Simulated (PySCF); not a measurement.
C6H12Si (Si(vinyl)2Me2)

Input file:

```
{"job": {"kind": "uv", "xc": "PBE0", "basis": "def2-SVPD", "ip": false, "nstates": 10}, "charge": 0, "multiplicity": 1}
Si    -0.403970    -0.017197    -0.268950
C     -0.421475    -0.080350     1.609677
C      0.558734    -0.562809     2.383117
H     -1.331446     0.274932     2.115247
H      1.495450    -0.939501     1.956724
H      0.474333    -0.605748     3.475288
C      1.360602     0.016544    -0.918294
C      2.395781     0.617642    -0.319460
H      1.552071    -0.468268    -1.886708
H      2.288227     1.123681     0.646908
H      3.398015     0.635415    -0.763350
C     -1.312988     1.534091    -0.828706
H     -0.790693     2.436848    -0.475337
H     -2.341364     1.555985    -0.433323
H     -1.370268     1.584542    -1.927342
C     -1.268778    -1.539031    -0.961466
H     -2.321654    -1.581066    -0.641288
H     -0.772570    -2.458829    -0.614761
H     -1.250778    -1.533401    -2.063345
```

Launched as:

```sh
OMP_NUM_THREADS=1 python probes_run.py task.json out
```

Geometry: PBE0-D3(BJ)/def2-SVP.

Computed with PBE0/def2-SVPD, SCF density, gas phase (PySCF).

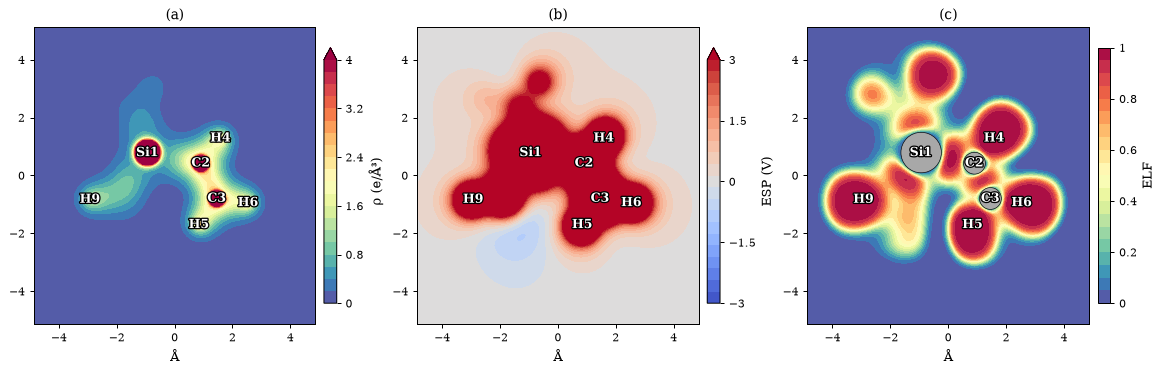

Figure 1. (a) electron density; (b) electrostatic potential; (c) ELF on the plane of atoms C2, C3 and H5. Grey discs cover the atomic cores in the ELF map.

Question: What do the fields say about this system?

Answer: The plane passes through Si, C and H nuclei. C–C (1.34 Å): ρ at the midpoint is about 2.2 e/Å³; the ELF peaks at about 0.90 between the atoms (a multiple bond). C–Si (1.88 Å): ρ at the midpoint is about 0.95 e/Å³; the ELF peaks at about 1 between the atoms; a covalent bond. C–H (1.10 Å): ρ is about 1.9 e/Å³ halfway; the ELF climbs to about 1 towards the hydrogen, as it does in any bond to H (an ordinary covalent bond to hydrogen). Outside the dense part of the molecule the potential is most negative (−0.7 V) near C7, which lies off the plane.

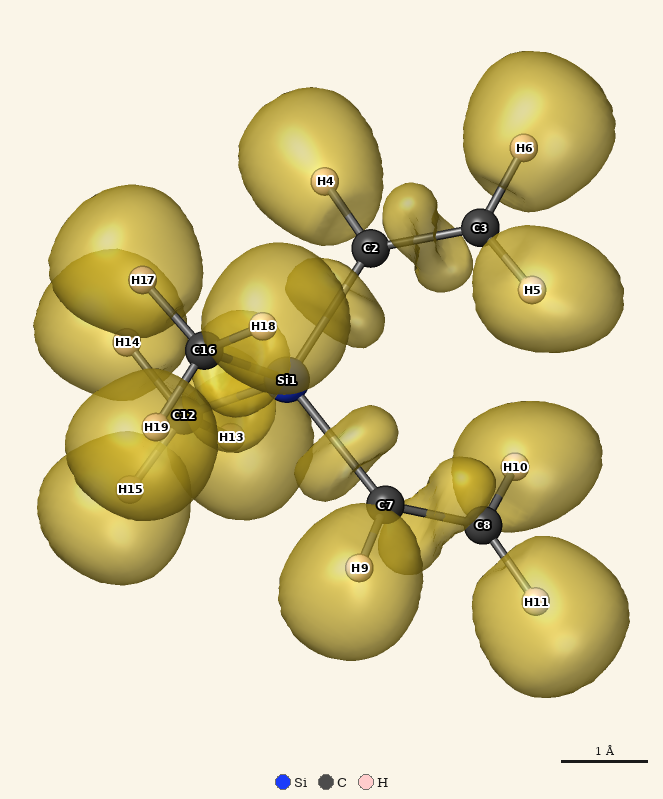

Figure 2. Isosurface of the ELF at 0.8 (yellow), seen at a tilt. Only the valence region is drawn (cores and ρ < 0.01 e/Å³ removed).

Question: Identify the bonds, lone pairs and shells in this picture.

Answer: The ELF exceeds this value in two regions between bonded C–C atoms (shared pairs), four regions between bonded C–Si atoms (shared pairs) and twelve regions around hydrogen nuclei.

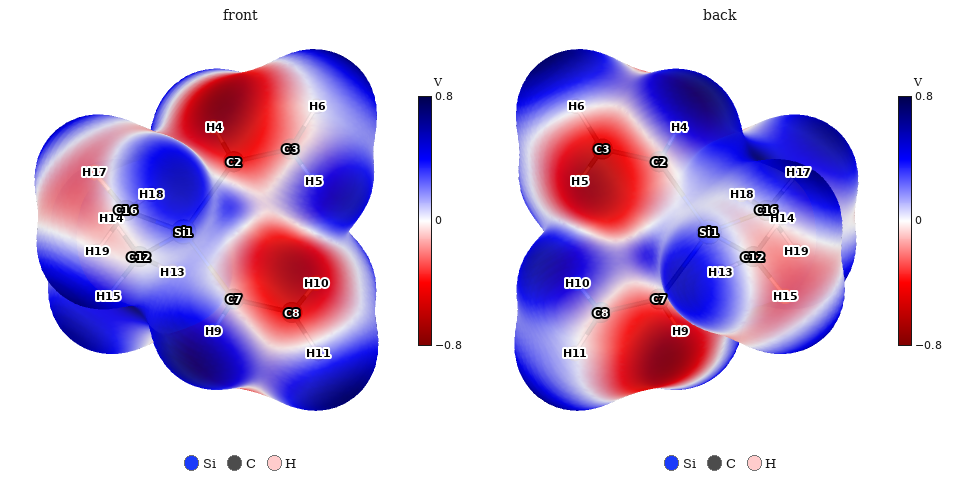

Figure 3. The molecular electrostatic potential painted on the density surface at 0.002 e/bohr³, seen from the front and from behind; red is negative and blue positive.

Question: Describe the electrostatic potential map.

Answer: The most negative region (about −0.7 V) lies over the π face of C2, C3, C7 and C8, the most positive (about +0.7 V) over the H and Si atoms.
